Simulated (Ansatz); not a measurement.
```xyz
8

B     0.0048   -0.0109   -0.0918
H     0.0664   -0.0046    1.1066
Cl    1.5572    0.0072   -0.9344
C    -1.3517    0.0036   -0.8564
H    -1.9274   -0.9000   -0.5796
H    -1.9654    0.8543   -0.5060
H    -1.2621    0.0478   -1.9518
H    -0.0160    0.0025    2.9677
```

Computed with UKS B3LYP-D4/def2-SVP in Ansatz 0.2.0.

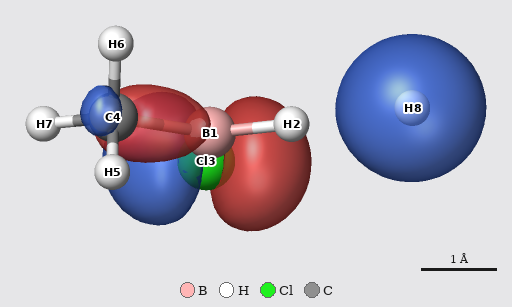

CH4BCl···H (doublet). The HOMO−1 (α) at ±0.15 Å⁻³ᐟ² (blue and red are the two phases), seen from one side.

> What is the character of this orbital?

It lies mainly on Cl3 (about 45 %) and H8 (about 40 %). Its energy is −8.58 eV.
